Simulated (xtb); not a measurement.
Run report: C$_{3}$H$_{8}$Ge, geometry relaxation (part 1 of 3)

- system: C$_{3}$H$_{8}$Ge (GeH2Me(vinyl)), SMILES [H][Ge]([H])([CH3])[CH]=C
- method: GFN1-xTB (xtb 6.7.1)

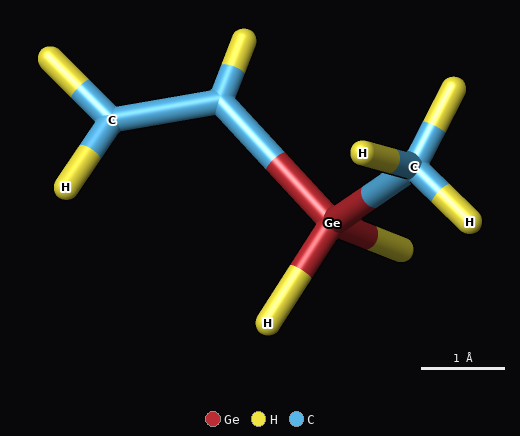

**Figure 1.** The input geometry (stick view, seen at a tilt). Sticks mark near contacts. Bond lengths as drawn: C–C 1.34 Å, C–Ge 1.93 to 2.09 Å, C–H 0.85 to 1.11 Å and Ge–H 1.46 to 1.49 Å.

Input file (coord):
```
$coord
      1.622991282135      0.697346734509      0.583263968366  ge
      1.397849311647      0.579314440765      3.386294729023  h
      4.294969536049      0.455329509729     -0.037681138925  h
      0.055028824749      3.704826964590     -0.778056937292  c
      0.925965801067      5.248789900193     -0.154995336742  h
     -1.937630681885      3.982956855612     -0.175442173410  h
      0.017574452959      3.717998355679     -2.821474487634  h
     -0.263767972475     -2.436461687002     -0.897468731107  c
     -1.558476032240     -3.987284328438      0.642034450842  c
     -0.177861022850     -2.748682237313     -2.465204421358  h
     -1.976464553746     -3.876432993967      2.613529024880  h
     -2.599715126909     -5.627188659388     -0.052628872571  h
$end
```

File xtb.inp:
```
$opt
   engine=lbfgs
$end
```

Hardware: 1 thread of Intel Xeon @ 2.70GHz, 189 GiB of memory available, shared host.

Run as:
```bash
xtb coord --opt normal --chrg 0 -I xtb.inp --gfn 1 | tee out.txt
```

What the program printed:
```
* xtb version 6.7.1
   ID    Z sym.   atoms
    1   32 ge     1
    2    1 h      2, 3, 5-7, 10-12
    3    6 c      4, 8, 9

           -------------------------------------------------
          |                Calculation Setup                |
           -------------------------------------------------

          program call               : xtb coord --opt normal --chrg 0 -I xtb.inp --gfn 1
          coordinate file            : coord
          omp threads                :                     1

           -------------------------------------------------
          |                 G F N 1 - x T B                 |
           -------------------------------------------------

      * Hamiltonian:
        H0-scaling (s, p, d)           1.850000    2.250000    2.000000
        zeta-weighting                 0.000000
      * Dispersion:
        s8                             2.400000
        a1                             0.630000
        a2                             5.000000
        s9                             0.000000
      * Repulsion:
        kExp                           1.500000
        rExp                           1.000000
      * Coulomb:
        alpha                          2.000000
        third order                    atomic
        anisotropic                    false
      * Halogen bond correction:
        rad-scale                      1.300000
        damping                        0.440000

          ...................................................
          :                      SETUP                      :
          :.................................................:
          :  # basis functions                  38          :
          :  # atomic orbitals                  37          :
          :  # shells                           25          :
          :  # electrons                        24          :
          :  # halogen bonds                     0          :
          :  max. iterations                   250          :
          :  Hamiltonian                  GFN1-xTB          :
          :  restarted?                      false          :
          :  GBSA solvation                  false          :
          :  PC potential                    false          :
          :  electronic temp.          300.0000000     K    :
          :  accuracy                    1.0000000          :
          :  -> integral cutoff          0.2500000E+02      :
          :  -> integral neglect         0.1000000E-07      :
          :  -> SCF convergence          0.1000000E-05 Eh   :
          :  -> wf. convergence          0.2000000E-04 e    :
          :  Broyden damping             0.4000000          :
          :  net charge                          0          :
          :  unpaired electrons                  0          :
          ...................................................

 iter      E             dE          RMSdq      gap      omega  full diag
   1    -12.3960776 -0.123961E+02  0.750E+00    5.08       0.0  T
   2    -12.4332120 -0.371343E-01  0.438E+00    4.67       1.0  T
   3    -12.3255620  0.107650E+00  0.255E+00    4.30       1.0  T
   4    -12.4655115 -0.139949E+00  0.615E-01    4.52       1.0  T
   5    -12.4707816 -0.527012E-02  0.103E-01    4.59       1.0  T
   6    -12.4709338 -0.152216E-03  0.474E-02    4.61       1.0  T
   7    -12.4709201  0.137417E-04  0.320E-02    4.60       1.0  T
   8    -12.4709388 -0.186445E-04  0.122E-02    4.60       2.4  T
   9    -12.4709408 -0.207531E-05  0.549E-03    4.60       5.3  T
  10    -12.4709415 -0.640109E-06  0.142E-04    4.60     203.4  T
  11    -12.4709415 -0.564491E-10  0.321E-05    4.60     899.9  T

   *** convergence criteria satisfied after 11 iterations ***

         #    Occupation            Energy/Eh            Energy/eV
      -------------------------------------------------------------
         1        2.0000           -0.6584685             -17.9178
       ...           ...                  ...                  ...
         6        2.0000           -0.5323179             -14.4851
         7        2.0000           -0.5246962             -14.2777
         8        2.0000           -0.5130989             -13.9621
         9        2.0000           -0.4752822             -12.9331
        10        2.0000           -0.4669944             -12.7076
        11        2.0000           -0.4502794             -12.2527
        12        2.0000           -0.4321975             -11.7607 (HOMO)
        13                         -0.2629881              -7.1563 (LUMO)
        14                         -0.2091970              -5.6925
        15                         -0.1994030              -5.4260
        16                         -0.1756040              -4.7784
        17                         -0.1626805              -4.4268
       ...                                ...                  ...
        37                          1.2677976              34.4985
      -------------------------------------------------------------
                  HL-Gap            0.1692094 Eh            4.6044 eV
             Fermi-level           -0.3475928 Eh           -9.4585 eV

 SCC (total)                   0 d,  0 h,  0 min,  0.011 sec
 SCC setup                      ...        0 min,  0.000 sec (  0.926%)
 Dispersion                     ...        0 min,  0.000 sec (  0.597%)
 classical contributions        ...        0 min,  0.000 sec (  0.166%)
 integral evaluation            ...        0 min,  0.003 sec ( 22.341%)
 iterations                     ...        0 min,  0.003 sec ( 27.314%)
 molecular gradient             ...        0 min,  0.005 sec ( 46.376%)
 printout                       ...        0 min,  0.000 sec (  2.189%)

         :::::::::::::::::::::::::::::::::::::::::::::::::::::
         ::                     SUMMARY                     ::
         :::::::::::::::::::::::::::::::::::::::::::::::::::::
         :: total energy             -12.195735035613 Eh    ::
         :: gradient norm              0.529984564641 Eh/a0 ::
         :: HOMO-LUMO gap              4.604423143183 eV    ::
         ::.................................................::
         :: SCC energy               -12.470941466896 Eh    ::
         :: -> electrostatic           0.015543524520 Eh    ::
         :: repulsion energy           0.278836351763 Eh    ::
         :: dispersion energy         -0.003629920480 Eh    ::
         :: halogen bond corr.         0.000000000000 Eh    ::
         :: add. restraining           0.000000000000 Eh    ::
         :: total charge              -0.000000000000 e     ::
         :::::::::::::::::::::::::::::::::::::::::::::::::::::

      -----------------------------------------------------------
     |                       L-ANC optimizer                     |
      -----------------------------------------------------------
          low memory version by Sebastian Ehlert

          ...................................................
          :                      SETUP                      :
          :.................................................:
          :   energy convergence        0.5000000E-05 Eh    :
          :   grad. convergence         0.1000000E-02 Eh/a0 :
          :   optimization log               true           :
          :   writing optlog all                1     steps :
          :   Hessian reset                    20     steps :
          :   maximium step len.        1.0000000     a0    :
          :   LBFGS images                     20           :
          ...................................................
 * calculating model hessian...
Using Lindh-Hessian (1995)
 Shifting diagonal of input Hessian by    1.0000000000000000E-002
 Lowest  eigenvalues of input Hessian
    0.000000    0.000000    0.000000    0.000000    0.000000    0.000000
    0.011033    0.012205    0.013055    0.015679    0.016412    0.019035
    0.020759    0.026340    0.028983    0.045317    0.048814    0.073672
 Highest eigenvalues
    0.936675    1.062749    1.232113    1.315610    1.659023    2.054200

........................................................................
.............................. CYCLE    1 ..............................
........................................................................

 iter      E             dE          RMSdq      gap      omega  full diag
   1    -12.4551844 -0.124552E+02  0.236E-01    4.89       0.0  T
   2    -12.4553444 -0.160005E-03  0.104E-01    4.85       1.0  T
   3    -12.4553008  0.436789E-04  0.736E-02    4.85       1.0  T
   4    -12.4553992 -0.984408E-04  0.212E-02    4.85       1.4  T
   5    -12.4554009 -0.164905E-05  0.494E-03    4.85       5.8  T
   6    -12.4554009 -0.746388E-07  0.165E-03    4.85      17.5  T
   7    -12.4554009 -0.425410E-08  0.450E-04    4.85      64.1  T
   8    -12.4554009 -0.961361E-09  0.713E-05    4.85     404.9  T
   9    -12.4554009 -0.127578E-10  0.553E-06    4.85    5220.0  T
     SCC iter.                  ...        0 min,  0.003 sec
     gradient                   ...        0 min,  0.006 sec
 * total energy  :   -12.2683135 Eh     change       -0.7257850E-01 Eh
   gradient norm :     0.0666479 Eh/a0  converged?    E=F G=F D=F
   step length   :     0.3176094 a0

........................................................................
.............................. CYCLE    2 ..............................
........................................................................

 iter      E             dE          RMSdq      gap      omega  full diag
   1    -12.4517471 -0.124517E+02  0.798E-02    4.92       0.0  T
   2    -12.4518078 -0.607525E-04  0.300E-02    4.89       1.0  T
   3    -12.4518106 -0.278941E-05  0.225E-02    4.89       1.3  T
   4    -12.4518192 -0.855822E-05  0.634E-03    4.89       4.6  T
   5    -12.4518193 -0.108522E-06  0.313E-03    4.89       9.2  T
   6    -12.4518194 -0.573398E-07  0.980E-04    4.89      29.5  T
   7    -12.4518194 -0.628973E-08  0.150E-04    4.89     193.0  T
   8    -12.4518194 -0.147418E-09  0.236E-05    4.89    1222.3  T
     SCC iter.                  ...        0 min,  0.002 sec
     gradient                   ...        0 min,  0.005 sec
 * total energy  :   -12.2721650 Eh     change       -0.3851494E-02 Eh
   gradient norm :     0.0270061 Eh/a0  converged?    E=F G=F D=F
   step length   :     0.2415252 a0

........................................................................
.............................. CYCLE    3 ..............................
........................................................................

 iter      E             dE          RMSdq      gap      omega  full diag
   1    -12.4484007 -0.124484E+02  0.264E-02    4.85       0.0  T
   2    -12.4484060 -0.534622E-05  0.168E-02    4.85       1.7  T
   3    -12.4484065 -0.493337E-06  0.752E-03    4.85       3.8  T
   4    -12.4484065  0.306000E-07  0.337E-03    4.85       8.6  T
   5    -12.4484066 -0.101268E-06  0.147E-03    4.85      19.7  T
   6    -12.4484066 -0.309199E-07  0.218E-04    4.85     132.2  T
   7    -12.4484066 -0.112989E-09  0.294E-05    4.85     980.4  T
   8    -12.4484066 -0.241762E-11  0.940E-06    4.85    3071.0  T
     SCC iter.                  ...        0 min,  0.002 sec
     gradient                   ...        0 min,  0.005 sec
 * total energy  :   -12.2728568 Eh     change       -0.6917445E-03 Eh
   gradient norm :     0.0090944 Eh/a0  converged?    E=F G=F D=F
   step length   :     0.1404469 a0

........................................................................
.............................. CYCLE    4 ..............................
........................................................................

 iter      E             dE          RMSdq      gap      omega  full diag
   1    -12.4474315 -0.124474E+02  0.190E-02    4.87       0.0  T
   2    -12.4474345 -0.298629E-05  0.994E-03    4.87       2.9  T
   3    -12.4474350 -0.461481E-06  0.536E-03    4.87       5.4  T
   4    -12.4474353 -0.363746E-06  0.262E-03    4.87      11.0  T
   5    -12.4474354 -0.869845E-07  0.476E-04    4.87      60.6  T
   6    -12.4474354 -0.491672E-09  0.881E-05    4.87     327.7  T
   7    -12.4474354 -0.182876E-10  0.315E-05    4.87     916.8  T
     SCC iter.                  ...        0 min,  0.002 sec
     gradient                   ...        0 min,  0.006 sec
 * total energy  :   -12.2729721 Eh     change       -0.1153341E-03 Eh
   gradient norm :     0.0045701 Eh/a0  converged?    E=F G=F D=F
   step length   :     0.0780393 a0
```
